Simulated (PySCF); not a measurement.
RuH$_{2}$O: geometry relaxation (part 1 of 2)

The run: geometry relaxation of RuH$_{2}$O, multiplicity 3. Method and program: UHF/def2-svp, optimize (PySCF 2.14.0).

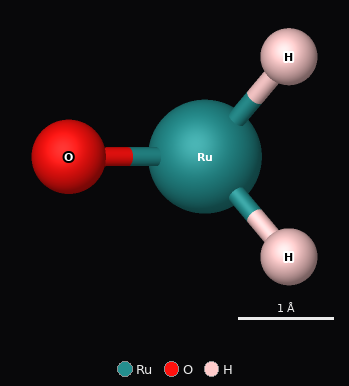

Figure 1. The input geometry (ball-and-stick view, seen on its broad side). Sticks mark near contacts. Bond lengths as drawn: H–Ru 1.57 Å and O–Ru 1.66 Å.

Results in brief:

| quantity | value |
| --- | --- |
| outcome | converged |
| SCF energy at the first geometry | −169.936071 hartree |
| ⟨S²⟩ | 2.111 |
| hardware | 1 CPU thread, shared host |
| wall time | 18 s |

The input:
```python
from pyscf import gto, scf
from pyscf.geomopt.geometric_solver import optimize

mol = gto.M(
    atom='Ru 0.0899 0.1558 -0.1198; O -0.6382 -1.1053 0.6737; H 1.4336 0.3769 0.6576; H -0.3903 1.43 0.6576',
    basis='def2-svp',
    ecp={'Ru': 'def2-svp'},
    charge=0,
    spin=2,
    symmetry=True,
    verbose=4,
)
mf = scf.UHF(mol)
mf.level_shift = 0.3
mf = mf.newton()
mf.kernel()
mol_eq = optimize(mf, maxsteps=30)
print('optimised geometry (angstrom)')
print(mol_eq.tostring('raw'))
print('orbital energies (hartree):', [e[max(0, n-3):n+3].round(4) for e, n in zip(mf.mo_energy, mol.nelec)])
```

Launch command:
```bash
OMP_NUM_THREADS=1 python input.py
```

What the program printed:
```
PySCF version 2.14.0

[INPUT] verbose = 4
[INPUT] num. atoms = 4
[INPUT] num. electrons = 26
[INPUT] charge = 0
[INPUT] spin (= nelec alpha-beta = 2S) = 2
[INPUT] symmetry True subgroup None
[INPUT] Mole.unit = angstrom
[INPUT] Symbol           X                Y                Z      unit          X                Y                Z       unit  Magmom
[INPUT]  1 Ru     0.089900000000   0.155800000000  -0.119800000000 AA    0.169886378598   0.294419330207  -0.226389189723 Bohr   0.0
[INPUT]  2 O     -0.638200000000  -1.105300000000   0.673700000000 AA   -1.206023212697  -2.088714285482   1.273108490119 Bohr   0.0
[INPUT]  3 H      1.433600000000   0.376900000000   0.657600000000 AA    2.709111372176   0.712237776349   1.242683899514 Bohr   0.0
[INPUT]  4 H     -0.390300000000   1.430000000000   0.657600000000 AA   -0.737560106418   2.702308358128   1.242683899514 Bohr   0.0

nuclear repulsion = 55.2188705121353
point group symmetry = C1
symmetry origin: [0. 0. 0.]
symmetry axis x: [1. 0. 0.]
symmetry axis y: [0. 1. 0.]
symmetry axis z: [0. 0. 1.]
num. orbitals of irrep A = 55
number of shells = 23
number of NR pGTOs = 95
number of NR cGTOs = 55
basis = def2-svp
ecp = {'Ru': 'def2-svp'}

******** <class 'pyscf.soscf.newton_ah.SecondOrderUHF'> ********
method = SecondOrderUHF
initial guess = minao
damping factor = 0
level_shift factor = 0.3
DIIS = <class 'pyscf.scf.diis.CDIIS'>
diis_start_cycle = 1
diis_space = 8
diis_damp = 0
SCF conv_tol = 1e-09
SCF conv_tol_grad = None
SCF max_cycles = 50
direct_scf = True
direct_scf_tol = 1e-13
number electrons alpha = 14  beta = 12
******** <class 'pyscf.scf.uhf.UHF'> Newton solver flags ********
SCF tol = 1e-09
conv_tol_grad = None
max. SCF cycles = 50
direct_scf = True
direct_scf_tol = 1e-13
max_cycle_inner = 12
max_stepsize = 0.05
ah_start_tol = 1e+09
ah_level_shift = 0
ah_conv_tol = 1e-12
ah_lindep = 1e-14
ah_start_cycle = 1
ah_max_cycle = 40
ah_grad_trust_region = 2.5
kf_interval = 4
kf_trust_region = 5
canonicalization = True
Set conv_tol_grad to 3.16228e-05
  alpha nocc = 14  HOMO = -0.543257169480423  LUMO = -0.375830047393713
  beta  nocc = 12  HOMO = -0.67151555332035  LUMO = -0.569786592749813

WARN: HOMO -0.543257169480423 >= LUMO -0.569786592749813

Initial guess E= -169.704849351357  |g|= 0.622116
macro= 0  E= -169.926887916189  delta_E= -0.222039  |g|= 0.107537  4 KF 20 JK
macro= 1  E= -169.935157349759  delta_E= -0.00826943  |g|= 0.0184249  4 KF 22 JK
macro= 2  E= -169.935949644502  delta_E= -0.000792295  |g|= 0.001457  4 KF 22 JK
macro= 3  E= -169.936071386122  delta_E= -0.000121742  |g|= 8.41193e-05  4 KF 24 JK
macro= 4  E= -169.936071396938  delta_E= -1.08154e-08  |g|= 3.491e-05  1 KF 9 JK
macro= 5  E= -169.936071396938  delta_E= 1.13687e-13  |g|= 1.2412e-05  1 KF 2 JK
Canonicalize SCF orbitals
macro X = 6  E=-169.936071396938  |g|= 1.2412e-05  total 19 KF 106 JK
converged SCF energy = -169.936071396938  <S^2> = 2.1106877  2S+1 = 3.0729059
Create scanner for <class 'pyscf.grad.uhf.Gradients'>
Create scanner for <class 'pyscf.soscf.newton_ah.SecondOrderUHF'>
input.py

Current date and time:

#|     Arguments passed to driver run_optimizer():      |#
customengine              <pyscf.geomopt.geometric_solver.PySCFEngine object>
logIni                    [file]
maxiter                   30
----------------------------------------------------------
Custom engine selected.
Bonds will be generated from interatomic distances less than 1.20 times sum of covalent radii
12 internal coordinates being used (instead of 12 Cartesians)
Internal coordinate system (atoms numbered from 1):
Distance 1-2
Distance 1-3
Distance 1-4
Angle 2-1-3
Angle 2-1-4
Angle 3-1-4
Translation-X 1-4
Translation-Y 1-4
Translation-Z 1-4
Rotation-A 1-4
Rotation-B 1-4
Rotation-C 1-4
<class 'geometric.internal.Distance'> : 3
<class 'geometric.internal.Angle'> : 3
<class 'geometric.internal.TranslationX'> : 1
<class 'geometric.internal.TranslationY'> : 1
<class 'geometric.internal.TranslationZ'> : 1
<class 'geometric.internal.RotationA'> : 1
<class 'geometric.internal.RotationB'> : 1
<class 'geometric.internal.RotationC'> : 1
> ===== Optimization Info: ====
> Job type: Energy minimization
> Maximum number of optimization cycles: 30
> Initial / maximum trust radius (Angstrom): 0.100 / 0.300
> Convergence Criteria:
> Will converge when all 5 criteria are reached:
>  |Delta-E| < 1.00e-06
>  RMS-Grad  < 3.00e-04
>  Max-Grad  < 4.50e-04
>  RMS-Disp  < 1.20e-03
>  Max-Disp  < 1.80e-03
> === End Optimization Info ===

Geometry optimization cycle 1
Cartesian coordinates (Angstrom)
 Atom        New coordinates             dX        dY        dZ
  Ru   0.089900   0.155800  -0.119800    0.000000  0.000000  0.000000
   O  -0.638200  -1.105300   0.673700    0.000000  0.000000 -0.000000
   H   1.433600   0.376900   0.657600    0.000000  0.000000  0.000000
   H  -0.390300   1.430000   0.657600    0.000000  0.000000  0.000000

WARN: Mole.unit (angstrom) is changed to Bohr

New geometry
   1 Ru     0.089900000000   0.155800000000  -0.119800000000 AA    0.169886378598   0.294419330207  -0.226389189723 Bohr
   2 O     -0.638200000000  -1.105300000000   0.673700000000 AA   -1.206023212697  -2.088714285482   1.273108490119 Bohr
   3 H      1.433600000000   0.376900000000   0.657600000000 AA    2.709111372176   0.712237776349   1.242683899514 Bohr
   4 H     -0.390300000000   1.430000000000   0.657600000000 AA   -0.737560106418   2.702308358128   1.242683899514 Bohr

******** <class 'pyscf.scf.hf.SecondOrderUHF_Scanner'> ********
method = SecondOrderUHF_Scanner
initial guess = minao
damping factor = 0
level_shift factor = 0.3
DIIS = <class 'pyscf.scf.diis.CDIIS'>
diis_start_cycle = 1
diis_space = 8
diis_damp = 0
SCF conv_tol = 1e-09
SCF conv_tol_grad = None
SCF max_cycles = 50
direct_scf = True
direct_scf_tol = 1e-13
number electrons alpha = 14  beta = 12
******** <class 'pyscf.scf.uhf.UHF'> Newton solver flags ********
SCF tol = 1e-09
conv_tol_grad = None
max. SCF cycles = 50
direct_scf = True
direct_scf_tol = 1e-13
max_cycle_inner = 12
max_stepsize = 0.05
ah_start_tol = 1e+09
ah_level_shift = 0
ah_conv_tol = 1e-12
ah_lindep = 1e-14
ah_start_cycle = 1
ah_max_cycle = 40
ah_grad_trust_region = 2.5
kf_interval = 4
kf_trust_region = 5
canonicalization = True
Set conv_tol_grad to 3.16228e-05
  alpha nocc = 14  HOMO = -0.419427892489316  LUMO = 0.0557874441633083
  beta  nocc = 12  HOMO = -0.438970401539985  LUMO = 0.0129372152964835
  HOMO = -0.419427892489  LUMO = 0.0129372152965  gap/eV = 11.76525
Initial guess E= -169.936071397034  |g|= 4.59242e-06
macro= 0  E= -169.936071397045  delta_E= -1.08002e-11  |g|= 4.59242e-06  1 KF 2 JK
Canonicalize SCF orbitals
macro X = 1  E=-169.936071397045  |g|= 4.59242e-06  total 2 KF 4 JK
converged SCF energy = -169.936071397045  <S^2> = 2.1106865  2S+1 = 3.0729052

******** <class 'pyscf.grad.rhf.Gradients_Scanner'> for <class 'pyscf.scf.hf.SecondOrderUHF_Scanner'> ********
unit = Eh/Bohr
--------------- SecondOrderUHF_Scanner gradients ---------------
         x                y                z
0 Ru     0.0099662691     0.0173009254    -0.0092995406
1 O    -0.0070162593    -0.0121560154     0.0102509092
2 H    -0.0054875514    -0.0002484447    -0.0004684507
3 H     0.0025375416    -0.0048964653    -0.0004829179
----------------------------------------------
cycle 1: E = -169.936071397  dE = -169.936  norm(grad) = 0.0291247
Step    0 : Gradient = 1.456e-02/2.203e-02 (rms/max) Energy = -169.9360713970
Hessian Eigenvalues: 5.00000e-02 5.00000e-02 5.00000e-02 ... 1.60000e-01 1.60000e-01 4.14080e-01

Geometry optimization cycle 2
Cartesian coordinates (Angstrom)
 Atom        New coordinates             dX        dY        dZ
  Ru   0.084860   0.146998  -0.094097   -0.005040 -0.008802  0.025703
   O  -0.641090  -1.110295   0.660762   -0.002890 -0.004995 -0.012938
   H   1.468244   0.366073   0.651205    0.034644 -0.010827 -0.006395
   H  -0.417014   1.454623   0.651231   -0.026714  0.024623 -0.006369
New geometry
   1 Ru     0.084860355213   0.146998159476  -0.094097314742 AA    0.160362830185   0.277786262225  -0.177818153919 Bohr
   2 O     -0.641089993790  -1.110294707649   0.660762058440 AA   -1.211484509462  -2.098152915011   1.248659323956 Bohr
   3 H      1.468243959992   0.366073435624   0.651204605226 AA    2.774578968431   0.691778534809   1.230598354932 Bohr
   4 H     -0.417014321412   1.454623112552   0.651230651076 AA   -0.788042857490   2.748839297185   1.230647574456 Bohr

******** <class 'pyscf.scf.hf.SecondOrderUHF_Scanner'> ********
method = SecondOrderUHF_Scanner
initial guess = minao
damping factor = 0
level_shift factor = 0.3
DIIS = <class 'pyscf.scf.diis.CDIIS'>
diis_start_cycle = 1
diis_space = 8
diis_damp = 0
SCF conv_tol = 1e-09
SCF conv_tol_grad = None
SCF max_cycles = 50
direct_scf = True
direct_scf_tol = 1e-13
number electrons alpha = 14  beta = 12
******** <class 'pyscf.scf.uhf.UHF'> Newton solver flags ********
SCF tol = 1e-09
conv_tol_grad = None
max. SCF cycles = 50
direct_scf = True
direct_scf_tol = 1e-13
max_cycle_inner = 12
max_stepsize = 0.05
ah_start_tol = 1e+09
ah_level_shift = 0
ah_conv_tol = 1e-12
ah_lindep = 1e-14
ah_start_cycle = 1
ah_max_cycle = 40
ah_grad_trust_region = 2.5
kf_interval = 4
kf_trust_region = 5
canonicalization = True
Set conv_tol_grad to 3.16228e-05
  alpha nocc = 14  HOMO = -0.413409152982743  LUMO = 0.0578370327637597
  beta  nocc = 12  HOMO = -0.437094666691108  LUMO = 0.0136389363814207
  HOMO = -0.413409152983  LUMO = 0.0136389363814  gap/eV = 11.62057
Initial guess E= -169.936668818556  |g|= 0.0150676
macro= 0  E= -169.937054625866  delta_E= -0.000385807  |g|= 3.52063e-05  4 KF 22 JK
macro= 1  E= -169.937054626193  delta_E= -3.27475e-10  |g|= 1.33846e-05  1 KF 4 JK
Canonicalize SCF orbitals
macro X = 2  E=-169.937054626193  |g|= 1.33846e-05  total 6 KF 29 JK
converged SCF energy = -169.937054626193  <S^2> = 2.1104501  2S+1 = 3.0727513

******** <class 'pyscf.grad.rhf.Gradients_Scanner'> for <class 'pyscf.scf.hf.SecondOrderUHF_Scanner'> ********
unit = Eh/Bohr
--------------- SecondOrderUHF_Scanner gradients ---------------
         x                y                z
0 Ru    -0.0007642850    -0.0013313459    -0.0024935418
1 O     0.0016828624     0.0029148509     0.0004378793
2 H    -0.0012283147    -0.0003493223     0.0010265033
3 H     0.0003097373    -0.0012341827     0.0010291593
----------------------------------------------
cycle 2: E = -169.937054626  dE = -0.000983229  norm(grad) = 0.00504552
Step    1 : Displace = 3.034e-02/3.689e-02 (rms/max) Trust = 1.000e-01 (=) Grad = 2.523e-03/3.394e-03 (rms/max) E (change) = -169.9370546262 (-9.832e-04) Quality = 1.211
Hessian Eigenvalues: 5.00000e-02 5.00000e-02 5.00000e-02 ... 1.60000e-01 1.62590e-01 5.47439e-01

Geometry optimization cycle 3
Cartesian coordinates (Angstrom)
 Atom        New coordinates             dX        dY        dZ
  Ru   0.083346   0.144373  -0.062999   -0.001514 -0.002625  0.031098
   O  -0.653067  -1.131031   0.648334   -0.011977 -0.020736 -0.012428
   H   1.495678   0.365811   0.641870    0.027434 -0.000262 -0.009335
   H  -0.430957   1.478247   0.641895   -0.013943  0.023624 -0.009336
New geometry
   1 Ru     0.083346453055   0.144373226000  -0.062998856757 AA    0.157501969728   0.272825856860  -0.119050585431 Bohr
   2 O     -0.653067139931  -1.131031055569   0.648334357660 AA   -1.234118035422  -2.137338933404   1.225174373123 Bohr
   3 H      1.495677915240   0.365811172592   0.641869966128 AA    2.826421630363   0.691282929504   1.212958443565 Bohr
   4 H     -0.430957228361   1.478246656982   0.641894532972 AA   -0.814391133003   2.793481326249   1.213004868172 Bohr
```
